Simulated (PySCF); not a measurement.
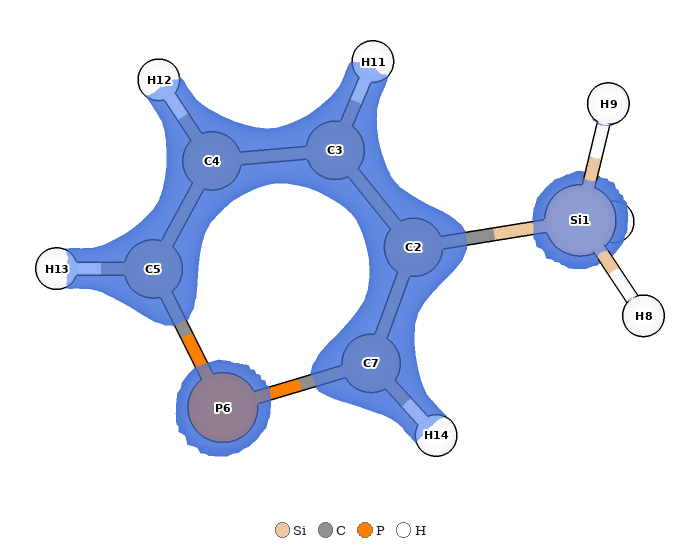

Figure. C₅H₇PSi (SMILES [SiH3]c1cccpc1). Isosurface of the total electron density at 1.5 e/Å³ (blue), seen at a tilt.

Geometry: GFN2-xTB.

Method: PBE0/pcSseg-1, SCF density, gas phase, non-relativistic in PySCF 2.14.0.

```xyz
14

Si   -2.3505   -0.2289   -0.0843
C    -0.4905    0.1144    0.0033
C     0.4060   -0.9504   -0.0471
C     1.7822   -0.8007   -0.0052
C     2.4140    0.4211    0.0913
P     1.6059    1.9533    0.1682
C    -0.0427    1.4224    0.0950
H    -3.0578    0.8305    0.6358
H    -2.6173   -1.5320    0.5274
H    -2.7605   -0.2381   -1.4911
H     0.0050   -1.9523   -0.1205
H     2.3942   -1.6937   -0.0477
H     3.4966    0.4420    0.1233
H    -0.7854    2.2120    0.1291
```

> How is the density connected at this value?

At this value the surface falls into six separate pieces. It bridges the sampled C–C (1.38 Å) and C–H (1.08 Å) contacts, where the density stays above the isovalue. It is pinched off along the sampled C–P (1.73 Å) and C–Si (1.89 Å) contacts. On the grid the lowest density along these lines, outside the cores, is 2.1 e/Å³ (C–C, 1.38 Å), 1.2 e/Å³ (C–P, 1.73 Å), 0.78 e/Å³ (C–Si, 1.89 Å) and 1.9 e/Å³ (C–H, 1.08 Å).
